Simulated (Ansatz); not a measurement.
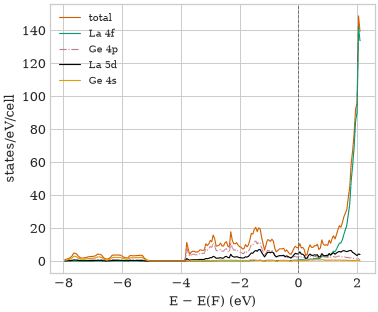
Total and projected density of states of La₃Ge₅ in space group Fdd2 (No. 43; Pearson symbol oF64), DFT-PBE in the program Ansatz with PAW potentials

Q: Which orbitals carry the states next to the Fermi level?

A: Within 0.5 eV of the Fermi level: La 5d 48 %, Ge 4p 33 %, La 4f 9 %, Ge 4s 5 %. Projections are on Löwdin-orthogonalised atomic valence shells; empty p or d shells of many metals are not among them.

Q: Where is the tallest occupied peak in this window, and what makes it?

A: Near -1.4 eV, about 20 states/eV per cell; the largest projected share is Ge 4p.

The first step of the workflow began from a Materials Project structure, measured or hypothetical; the Crystallography Open Database copy checked does not list it. Whether it is the stable phase at ambient conditions was not checked. Symmetry was held in the PBE relaxation; whether a distortion lowers the energy is not shown. Spin–orbit coupling is left out wherever it is not named.

Potentials: the later of the program's two PAW sets.
